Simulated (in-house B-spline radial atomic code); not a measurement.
C⁴⁺: many-body perturbation calculation

- system: C⁴⁺.
- method: configuration interaction of two valence electrons with many-body perturbation theory for the core (screened one- and two-electron correlation potentials), Breit and QED, no-pair Dirac, B-spline basis (in-house B-spline radial atomic code)

Results in brief:

```
 quantity                      value
  outcome                  converged
 hardware  1 CPU thread, shared host
wall time                       90 s
```

Input file:
```
basis_form = 3
Z = 6
core_configuration = 
rms_radius = 2.4702
mass_number = 12
speed_of_light = 137.035999084
box_radius = 15.0
lmax = 6
intervals = 66
virtual_cutoff = 300.0
```

Launched within a batch (the task file carries these settings):
```bash
python <driver script> task.json out
```

The program writes its results to a structured record and prints no log; tables and figures of this report are taken from that record.

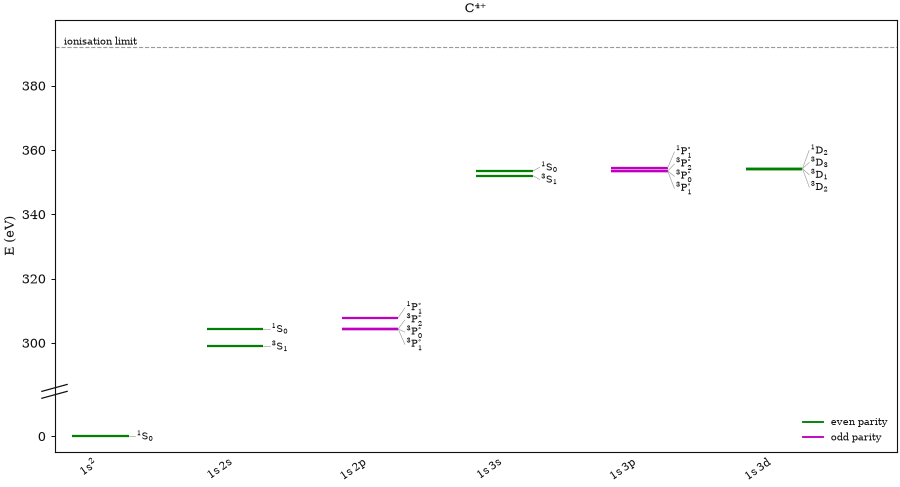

*Levels of C⁴⁺, two electrons outside the core bare nucleus. CI+MBPT: configuration interaction in the frozen-core Dirac–Hartree–Fock potential with screened core-valence correlation, Breit and QED terms; computed with a B-spline radial code.*

The lowest level is 1s² ¹S₀. The first excited level, 1s 2s ³S₁, lies at 299 eV. The lowest level of opposite parity, 1s 2p ³P°₁, is at 304 eV. The ionisation energy is 392.0 eV, against 392.1 eV from CI without core-valence correlation and a tabulated theoretical value of 392.1 eV.

| Level | E (eV) |
| --- | --- |
| 1s² ¹S₀ | 0 |
| 1s 2s ³S₁ | 298.9 |
| 1s 2s ¹S₀ | 304.4 |
| 1s 2p ³P°₁ | 304.4 |
| 1s 2p ³P°₀ | 304.4 |
| 1s 2p ³P°₂ | 304.4 |
| 1s 2p ¹P°₁ | 307.9 |
| 1s 3s ³S₁ | 352.0 |
| 1s 3s ¹S₀ | 353.5 |
| 1s 3p ³P°₁ | 353.5 |
| 1s 3p ³P°₀ | 353.5 |
| 1s 3p ³P°₂ | 353.5 |
| 1s 3d ³D₂ | 354.2 |
| 1s 3d ³D₁ | 354.2 |
| 1s 3d ³D₃ | 354.2 |
| 1s 3d ¹D₂ | 354.2 |
